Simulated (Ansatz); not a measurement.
# Two self-consistent states of GdHS

An SCF can end in more than one state. Here GdHS, a known structure type filled with other elements, at an estimated volume, is run from each state found earlier: which lies lowest, and what else changes?

Program: Ansatz 0.2.0. Level of theory: DFT, PBE, plane waves, PAW. These are calculated values, not measurements.

### Step 1. The cell

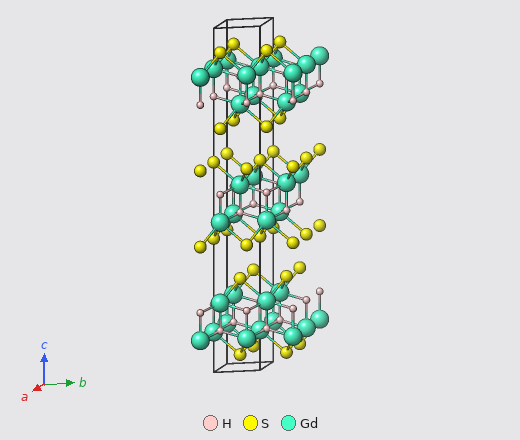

Viewed slightly off an axis; hydrogen pink, sulfur yellow, gadolinium teal. 2×2×1 cells are drawn. The cell drawn here is the conventional one.

The structure is trigonal, space group R-3m (No. 166). The conventional cell has a = 3.674 Å, b = 3.674 Å, c = 26.962 Å, α = 90.00°, β = 90.00°, γ = 120.00°. H (site symmetry 3m) has 4 Gd at 2.18 Å as nearest neighbours. S (site symmetry 3m) is surrounded by 3 Gd at 2.69 Å. Around Gd (site symmetry 3m) lie 4 H at 2.18 Å and 3 S at 2.69 Å.

Its coordinates follow in the input file.

The states: A, Gd5 down, Gd6 up (collinear spin); B, Gd5 up, Gd6 up (collinear spin). Each run reads its own saved solution as saved_state.

### Step 2. State A: the run

Input file input.yaml:

```yaml
crystal:
  lattice:
    - [1.8370043, 3.18178452, 0.0]
    - [-1.8370043, 3.18178452, 0.0]
    - [-1.8370043, 1.0605915, 8.98734857]
  atoms:
    - { symbol: H, position: [0.198, 0.604, 0.594], spin: 0.6 }
    - { symbol: H, position: [0.802, 0.396, 0.406], spin: 0.6 }
    - { symbol: S, position: [0.3893, 0.2214, 0.1679], spin: 0.6 }
    - { symbol: S, position: [0.6107, 0.7786, 0.8321], spin: 0.6 }
    - { symbol: Gd, position: [0.11723, 0.76554, 0.35169], spin: -1.82 }
    - { symbol: Gd, position: [0.88277, 0.23446, 0.64831], spin: 1.82 }
  symmetry: { detect: false, time_reversal: true }
kpoints:
  mp_grid: { grid: [6, 6, 6], shift: [0, 0, 0] }
magnetization:
  spin_polarized: true
scf:
  occupations: { method: fermi_dirac }
  lower_state_search: "off"
  max_iter: 200
hamiltonian:
  pseudopotentials: { kind: paw }
  xc: pbe
basis:
  ecutwfc: 420
  fft_grid_basis: typed
output:
  forces: true
  stress: true
  eigenvalues: true
  bader: true
  populations: true
  elf: true
  write_potential: true
  volumetric_format: npy
  dos:
    e_range: [-12, 8]
    de: 0.05
    projected: { site_lists: { Gd: [Gd], H: [H], S: [S] } }
checkpoint:
  read: saved_state
```

On the command line:

```console
> ansatz run input.yaml --threads 1 --pin off --max-ram 2560MiB --backend cpu --events-out ev --progress --plain --runs-dir out
```

Output (excerpt; [...] marks lines left out):

```text
Warning: checkpoint.read: basis.xc_grid differs: saved 1, current 2 (points along each axis for each point of the dense box; where the key is left out runs that use forces, runs that use the stress, dielectric runs by a finite field, finite-displacement phonons, runs of [...]
Warning: RAYON_NUM_THREADS=1 ignored (pool sized by the plan → 1); use --threads N
Gd: projections on atomic orbitals take those of the free atom [Kr 4d10] 4f7 5s2 5p6 5d1 6s2, of charge +0.00 (hamiltonian.pseudopotentials.projection_atoms); the dataset's partial waves leave at most 2.5e-4 of an orbital's norm unspanned inside its sphere
band count auto-derived: 37, from the close of a first SCF at 35 (N_el = 50.0; filled up to band 25; 35 by the electrons, moments and atoms)
[...]
Pseudopotentials: kind: paw
Pseudopotential: H, paw, valence charge 1, recommended cutoff 420 eV (normal), H.paw.azcp
Pseudopotential: S, paw, valence charge 6, recommended cutoff 420 eV (normal), S.paw.azcp
Pseudopotential: Gd, paw, valence charge 18, recommended cutoff 420 eV (normal), Gd.paw.azcp
Functional definition: PBE
[...]
Crystal: 6 atoms, lattice volume = 105.061 Å³
Basis set: ecut = 420 eV, 2059 PW (Γ), exchange–correlation on 50×50×128 points (8 copies of the dense FFT grid, shifted against one another)
Bands: 35, of which v1, the nominal top of the filled ones, is band 25 counted from 1 (24 counted from 0)
Symmetry: 1 space group operations
k-points: 112 of 216 (time reversal used)
[...]
Starting moments: Σ|m| = 6.04 μB on 6 of 6 sites; this step starts from the density that it was given
[...]
SCF converged after 13 iterations (10 of them on 35 bands)
Magnetization: 0.0003 μB (25.0001 up, 24.9999 down)
Absolute magnetization: 14.3739 μB (∫|ρ↑−ρ↓|, with the PAW one-centre terms)
Spin contamination: 7.0187 ħ² per cell (⟨S²⟩ above its minimum at these occupations)
Per-site moments (μB) at R_I (Å): [(0.003859110873410771, 0.8978572325180658), (-0.0038538888828386023, 0.8978572325180658), (0.1112935368185312, 1.1089913413946348), (-0.11135673966349038, 1.1089913413946346), (-6.71655765655804, 0.8978572325180658), (6.716612818431145, 0.8978572325180658)]
Free energy (F): -20505.619505 eV
[...]
E sigma→0 (E₀):  -20505.585416 eV
Entropy (-TS):   -0.068178 eV (-11.363 meV/atom)
Fermi energy:    8.791478 eV
[...]
--- Forces (eV/Å), atoms counted from 1 ---
  atom   1  H      0.00000061    -0.00000045    -0.36933811
  atom   2  H     -0.00000010     0.00000104     0.36936360
[...]
--- Stress (GPa, compression-positive) ---
       12.775374      -0.000000       0.000000
       -0.000000      12.775372       0.000010
        0.000000       0.000010       2.724797
  P = ⅓ Tr σ = 9.4252 GPa (94.252 kbar)
--- Band table (eV; the first three rows and the last of 224) ---
[...]
--- Löwdin populations: 6 sites ---
  site symbol       q [e]    m [muB]
     0      H      1.1661    -0.0053
     1      H      1.1661     0.0053
     2      S      6.1119     0.1531
     3      S      6.1119    -0.1532
     4     Gd     17.6675    -7.0685
     5     Gd     17.6675     7.0689
  spilling = 0.002182 (of n_electrons = 50.000000)
--- Bader charges: 6 sites ---
  site symbol  charge [e]  shift [e]    m [muB]
     0      H     -0.6573     0.0001     0.0136
     1      H     -0.6573     0.0001    -0.0134
     2      S     -0.9083     0.0003     0.1095
     3      S     -0.9083     0.0003    -0.1096
     4     Gd      1.5656     0.0004    -6.9940
     5     Gd      1.5656     0.0004     6.9943
  estimated error of the sums over rays = 3.4e-4 e
```

Wall time 2 min (1 thread of Intel Xeon Gold 6455B (Sapphire Rapids), shared host); peak memory 0.84 GiB.

### Step 3. What state A looks like

States per cell by energy window, from dos.tsv and pdos.tsv (tetrahedra; eV from the Fermi level):

```
from    to  total    up  down  Gd d   Gd f   H s   S p
-6.0  -5.0   0.60  0.30  0.30  0.08   0.03  0.26  0.04
-5.0  -4.0   3.40  1.70  1.70  1.01   0.48  1.39  0.12
-4.0  -3.0  14.00  7.01  7.01  0.23  13.27  0.18  0.23
-3.0  -2.0   2.36  1.18  1.18  0.55   0.11  0.05  1.56
-2.0  -1.0   4.62  2.31  2.31  0.95   0.12  0.11  3.17
-1.0   0.0   5.02  2.51  2.51  0.89   0.21  0.16  3.59
 0.0   1.0   1.75  0.88  0.88  0.99   0.18  0.01  0.44
 1.0   2.0  12.82  6.42  6.42  0.54  11.99  0.01  0.15
 2.0   3.0   2.35  1.18  1.18  0.92   1.19  0.01  0.17
```

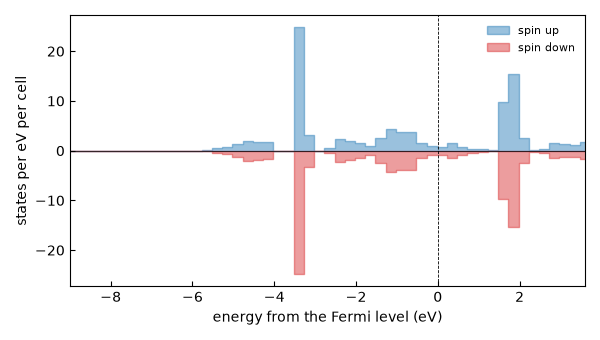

Density of states by spin, in bins of 0.25 eV.

Gathered by element (positive charge: electrons given up): Löwdin charges also hold the electrons that the projection spills.

```
element  atoms  Bader charge (e)  Bader volume (Å³)  Löwdin charge (e)  Bader moment, size (μB)
      H      2             -0.66                7.0              -0.17                     0.01
      S      2             -0.91               28.9              -0.11                     0.11
     Gd      2             +1.57               16.6              +0.33                     6.99
```

Löwdin charges rest on a small set of atomic orbitals that misses 0.2 % of the electrons, so they need not add up to the cell's charge and can differ from Bader's even in sign.

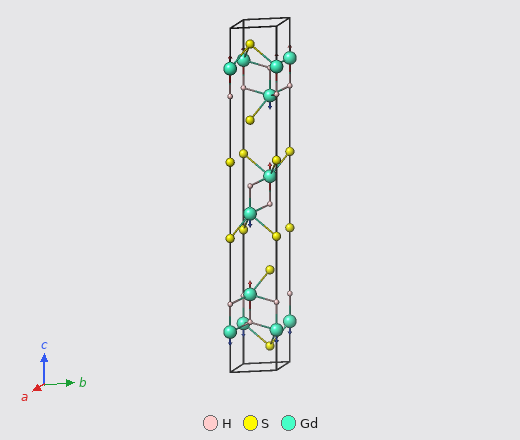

Site moments over 0.3 μB, as arrows (short ones can be hidden in their spheres; values hang on how the density is shared out, so they can differ from the log's spheres): up red, down blue; without spin-orbit coupling their axis is free, so they are drawn up the page.

### Step 4. State B: the run

Input file input.yaml:

```yaml
crystal:
  lattice:
    - [1.8370043, 3.18178452, 0.0]
    - [-1.8370043, 3.18178452, 0.0]
    - [-1.8370043, 1.0605915, 8.98734857]
  atoms:
    - { symbol: H, position: [0.198, 0.604, 0.594] }
    - { symbol: H, position: [0.802, 0.396, 0.406] }
    - { symbol: S, position: [0.3893, 0.2214, 0.1679] }
    - { symbol: S, position: [0.6107, 0.7786, 0.8321] }
    - { symbol: Gd, position: [0.11723, 0.76554, 0.35169] }
    - { symbol: Gd, position: [0.88277, 0.23446, 0.64831] }
  symmetry: { detect: false, time_reversal: true }
kpoints:
  mp_grid: { grid: [6, 6, 6], shift: [0, 0, 0] }
  band_path:
    path:
      - [0.0, 0.0, 0.0]
      - [0.0, 0.0, 0.5]
      - [0.32404914, -0.32404914, 0.17595086]
      - [0.32404914, -0.35190175, -0.17595087]
      - [0.49999999, -2.0e-08, -2.7e-07]
      - [0.0, 0.0, 0.0]
      - [0.33797545, -0.33797545, -0.33797545]
      - [0.32404914, -0.33797544, 0.0]
      - [2.0e-08, -0.49999999, 2.6e-07]
      - [0.0, 0.0, 0.0]
    npoints: 7
magnetization:
  spin_polarized: true
scf:
  occupations: { method: fermi_dirac }
  lower_state_search: "off"
  max_iter: 200
hamiltonian:
  pseudopotentials: { kind: paw }
  xc: pbe
basis:
  ecutwfc: 420
  fft_grid_basis: typed
output:
  forces: true
  stress: true
  eigenvalues: true
  bader: true
  populations: true
  elf: true
  write_potential: true
  volumetric_format: npy
  dos:
    e_range: [-12, 8]
    de: 0.05
    projected: { site_lists: { Gd: [Gd], H: [H], S: [S] } }
checkpoint:
  read: saved_state
```

On the command line:

```console
> ansatz run input.yaml --threads 1 --pin off --max-ram 2560MiB --backend cpu --events-out ev --progress --plain --runs-dir out
```

Output (excerpt; [...] marks lines left out):

```text
Warning: checkpoint.read: basis.xc_grid differs: saved 1, current 2 (points along each axis for each point of the dense box; where the key is left out runs that use forces, runs that use the stress, dielectric runs by a finite field, finite-displacement phonons, runs of [...]
Warning: RAYON_NUM_THREADS=1 ignored (pool sized by the plan → 1); use --threads N
Gd: projections on atomic orbitals take those of the free atom [Kr 4d10] 4f7 5s2 5p6 5d1 6s2, of charge +0.00 (hamiltonian.pseudopotentials.projection_atoms); the dataset's partial waves leave at most 2.5e-4 of an orbital's norm unspanned inside its sphere
[...]
Pseudopotentials: kind: paw
Pseudopotential: H, paw, valence charge 1, recommended cutoff 420 eV (normal), H.paw.azcp
Pseudopotential: S, paw, valence charge 6, recommended cutoff 420 eV (normal), S.paw.azcp
Pseudopotential: Gd, paw, valence charge 18, recommended cutoff 420 eV (normal), Gd.paw.azcp
Functional definition: PBE
[...]
Crystal: 6 atoms, lattice volume = 105.061 Å³
[...]
  atom   4  S      0.00000106     0.00000100    -1.07327374
  atom   5  Gd     0.00000205    -0.00000072    -3.26261680
  atom   6  Gd    -0.00000203     0.00000068     3.26258880
[...]
--- Stress (GPa, compression-positive) ---
       12.444372       0.000004       0.000017
        0.000004      12.444372       0.000000
        0.000017       0.000000       2.937578
  P = ⅓ Tr σ = 9.2754 GPa (92.754 kbar)
--- Band table (eV; the first three rows and the last of 224) ---
[...]
--- Löwdin populations: 6 sites ---
  site symbol       q [e]    m [muB]
     0      H      1.1642    -0.0233
     1      H      1.1642    -0.0233
     2      S      6.1117    -0.1507
     3      S      6.1117    -0.1507
     4     Gd     17.6685     7.1891
     5     Gd     17.6685     7.1891
  spilling = 0.002221 (of n_electrons = 50.000000)
--- Bader charges: 6 sites ---
  site symbol  charge [e]  shift [e]    m [muB]
     0      H     -0.6572     0.0001     0.0477
     1      H     -0.6572     0.0001     0.0477
     2      S     -0.9050     0.0003    -0.1096
     3      S     -0.9049     0.0003    -0.1096
     4     Gd      1.5622     0.0004     7.0826
     5     Gd      1.5622     0.0004     7.0826
  estimated error of the sums over rays = 3.1e-4 e
```

Wall time 88 s (1 thread of Intel Xeon Gold 6455B (Sapphire Rapids), shared host); peak memory 0.85 GiB.

### Step 5. State B: levels and charges

States per cell by energy window, from dos.tsv and pdos.tsv (tetrahedra; eV from the Fermi level):

```
from    to  total     up   down  Gd d   Gd f   H s   S p
-6.0  -5.0   0.56   0.48   0.08  0.09   0.03  0.24  0.03
-5.0  -4.0   2.80   1.52   1.28  0.81   0.31  1.17  0.12
-4.0  -3.0  14.65  14.01   0.64  0.42  13.46  0.42  0.22
-3.0  -2.0   2.15   1.02   1.13  0.51   0.09  0.04  1.42
-2.0  -1.0   4.33   2.24   2.08  0.91   0.12  0.11  2.95
-1.0   0.0   5.52   2.73   2.79  1.03   0.21  0.16  3.90
 0.0   1.0   1.66   0.87   0.80  0.86   0.19  0.02  0.47
 1.0   2.0  11.29   0.13  11.15  0.40  10.66  0.01  0.10
 2.0   3.0   3.94   0.90   3.04  1.04   2.57  0.02  0.25
```

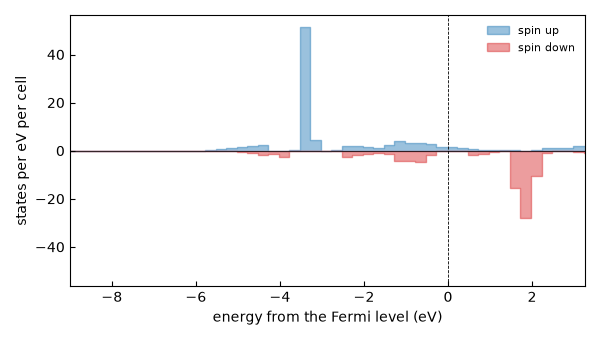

Density of states by spin, in bins of 0.25 eV.

Gathered by element (positive charge: electrons given up): Löwdin charges also hold the electrons that the projection spills.

```
element  atoms  Bader charge (e)  Bader volume (Å³)  Löwdin charge (e)  Bader moment, size (μB)
      H      2             -0.66                7.0              -0.16                     0.05
      S      2             -0.90               28.9              -0.11                     0.11
     Gd      2             +1.56               16.6              +0.33                     7.08
```

Löwdin charges rest on a small set of atomic orbitals that misses 0.2 % of the electrons, so they need not add up to the cell's charge and can differ from Bader's even in sign.

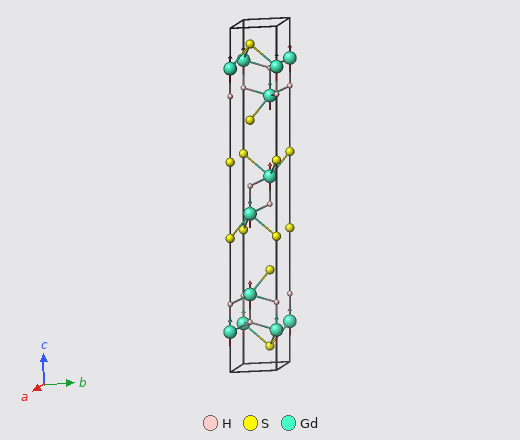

Site moments over 0.3 μB, as arrows (short ones can be hidden in their spheres; values hang on how the density is shared out, so they can differ from the log's spheres): up red, down blue; without spin-orbit coupling their axis is free, so they are drawn up the page.

### Step 6. Comparison

```
state  free energy (meV/atom)  largest site moment (μB)  size of the net moment (μB/cell)    gap (eV)  pressure (GPa)  largest force (eV/Å)  SCF cycles
    A                     5.5                      6.72                              0.00       metal             9.4                  3.38          13
    B                     0.0                      6.74                             14.04  half-metal             9.3                  3.26           8
```

What this shows: State B lies lowest, 5.5 meV per atom under state A. They differ in kind: A is a metal, B is a half-metal. The atoms are far from rest (forces to 3.4 eV/Å), so order and character hold for this geometry alone. Every run converged, so convergence alone does not show that a state is the lowest.

Keep in mind: an open f shell without a U or exact exchange, whose levels then sit too near the Fermi level; the k mesh is coarse for a cell without a gap.
